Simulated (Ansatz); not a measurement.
# [CF2]+ (SMILES F[C+]F): U-r2SCAN0/cc-pVTZ

Aim: the energy change on altering one bond length of [CF2]+ at U-r2SCAN0/cc-pVTZ, from 2 runs. 

The results are computed with Ansatz 0.2.0.

1 further run of the same task is left out (set aside as unsound or not needed).

### 1 The system as given

[CF2]+: 3 atoms, total charge +1, spin state doublet. SMILES: `F[C+]F`. The shape is that of a PBE0-D4/def2-TZVP optimisation.

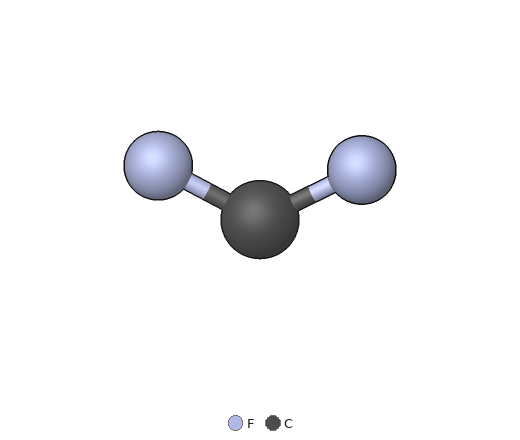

The structure, seen from a chosen angle (fluorine light blue, carbon dark grey).

### 2 A single-point energy at U-r2SCAN0/cc-pVTZ

Input file molecule.yaml:

```yaml
crystal:
  periodic: [false, false, false]
  atoms:
    - {symbol: F, position_ang: [0.379110, 0.972980, 0.316190]}
    - {symbol: C, position_ang: [0.275710, -0.221360, 0.127270]}
    - {symbol: F, position_ang: [-0.654830, -0.751620, -0.443470]}
basis:
  gaussian: {orbitals: cc-pVTZ}
total_charge: 1
magnetization: {spin_polarized: true, initial_magnetization: 1}
hamiltonian: {xc: {name: r2SCAN0}}
accuracy: high
output: {orbitals: {seedname: orbitals}}
```

On the command line:

```bash
$ ansatz run molecule.yaml --threads 1 --pin off --max-ram 3480MiB --events-out events.jsonl --progress --plain --runs-dir runs
```

Log:

```text
Warning: RAYON_NUM_THREADS=1 ignored (pool sized by the plan → 1); use --threads N
Functional definition: r2SCAN0
  name "r2SCAN0"
  parameter a = 0.25
  parameter k0 = 0.174
  parameter k1 = 0.065
  parameter a1 = 4.9479
  exchange = (1 - a)*r2scan_x(k0 = k0, k1 = k1, a1 = a1) + a*exact_x
  correlation = r2scan_c
1443 factors; integrals over basis functions are off by at most 3.3e-9 eV
mean field evaluation 1: about -6450.2018 eV, gradient 4.8e1 eV
mean field evaluation 2: about -6442.1808 eV, gradient 7.1e1 eV
mean field evaluation 4: about -6455.7497 eV, gradient 8.0e-1 eV
mean field evaluation 8: about -6455.9065 eV, gradient 6.3e-2 eV
mean field evaluation 16: about -6455.9066 eV, gradient 3.4e-4 eV
mean field -6455.90659754 eV, -237.2501914890 hartree, gradient 8.5e-8 eV, S^2 0.754619; 0 other end points of the search recorded, 0 dependent functions left out
reference -6455.90659808 eV, -237.2501915088 hartree; 12, 11 occupied and 78, 79 virtual orbitals, 1443 factors
Total energy: -6455.90659808 eV, -237.2501915088 hartree
```

Wall time 9 s (1 thread of Arm Neoverse V1, shared host); peak memory 0.31 GiB.

### 3 The distorted shape

molecule.yaml: that of step 2 with these lines changed.

```diff
@@ -3,4 +3,4 @@
   atoms:
-    - {symbol: F, position_ang: [0.379110, 0.972980, 0.316190]}
-    - {symbol: C, position_ang: [0.275710, -0.221360, 0.127270]}
+    - {symbol: F, position_ang: [1.123558, 1.397197, 0.772792]}
+    - {symbol: C, position_ang: [1.020158, 0.202857, 0.583872]}
     - {symbol: F, position_ang: [-0.654830, -0.751620, -0.443470]}
```

On the command line:

```bash
$ ansatz run molecule.yaml --threads 1 --pin off --max-ram 3480MiB --events-out events.jsonl --progress --plain --runs-dir runs
```

Log, shortened:

```text
Warning: RAYON_NUM_THREADS=1 ignored (pool sized by the plan → 1); use --threads N
[... 8 set-up lines as earlier in the session ...]
1357 factors; integrals over basis functions are off by at most 3.6e-9 eV
mean field evaluation 1: about -6432.4600 eV, gradient 6.7e1 eV
mean field evaluation 2: about -6107.0497 eV, gradient 1.8e2 eV
mean field evaluation 4: about -6449.2877 eV, gradient 2.4e1 eV
mean field evaluation 8: about -6452.0933 eV, gradient 1.1e0 eV
mean field evaluation 16: about -6452.2461 eV, gradient 4.3e-1 eV
mean field evaluation 32: about -6452.3129 eV, gradient 8.6e-7 eV
mean field -6452.31294342 eV, -237.1181271359 hartree, gradient 1.8e-8 eV, S^2 0.754045; 4 other end points of the search recorded, 0 dependent functions left out
reference -6452.31294396 eV, -237.1181271557 hartree; 12, 11 occupied and 78, 79 virtual orbitals, 1357 factors
Total energy: -6452.31294396 eV, -237.1181271557 hartree
```

Run time: 27 s. Hardware: 1 thread of Arm Neoverse V1, shared host; peak memory 0.31 GiB.

### 4 Outcome

At U-r2SCAN0/cc-pVTZ:

```
                                                         quantity          value
                                        first shape: total energy  -237.25019 Eh
                  first shape: HOMO energy (highest over α and β)      -19.65 eV
                   first shape: LUMO energy (lowest over α and β)      -12.40 eV
                                                first shape: ⟨S²⟩          0.755
                                    distorted shape: total energy  -237.11813 Eh
              distorted shape: HOMO energy (highest over α and β)      -19.21 eV
               distorted shape: LUMO energy (lowest over α and β)      -12.67 eV
                                            distorted shape: ⟨S²⟩          0.754
energy change with the C2–F3 bond stretched from 1.214 to 2.185 Å       3.594 eV
```

With the C2–F3 bond stretched from 1.214 to 2.185 Å the energy rises by 3.59 eV (347 kJ/mol). The first shape isn't relaxed at this level, so the change isn't measured from a minimum.
